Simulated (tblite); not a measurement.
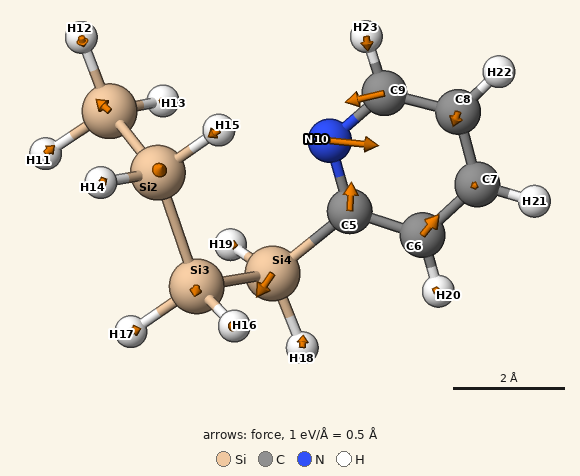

Starting geometry of C5H13NSi4 with the computed forces as orange arrows. Style: ball-and-stick. Shown face on.

The calculation used tblite 0.8.0, GFN2-xTB geometry optimisation, gas phase. 

Question: What follows when this structure is relaxed?

Answer: It isn't relaxed: the largest force vector, on the N atom, is 1.83 eV/Å. The final displacements have little in common with the starting forces (cosine between the two patterns 0.09). Over 270 geometry steps the energy falls by 36.5 kJ/mol. The atom that moves furthest after the best rigid fit is an H atom (2.27 Å). Largest moves by element: H 2.27 Å, Si 1.03 Å, C 0.98 Å, N 0.95 Å. Some distances before and after: C–Si 1.862 → 1.899 Å, C–N 1.356 → 1.322 Å, Si–Si 2.290 → 2.323 Å, H–Si 1.501 → 1.469 Å. Bond angles that change, for instance: Si–Si–H 108.9° → 119.9°, Si–Si–H 110.3° → 117.6°, C–Si–H 112.0° → 105.1°. Groups turn about C–Si by about 55°, Si–Si by about 50°, Si–Si by about 35°. The run took 4 s on 1 thread of Arm Neoverse V1, on a shared host.
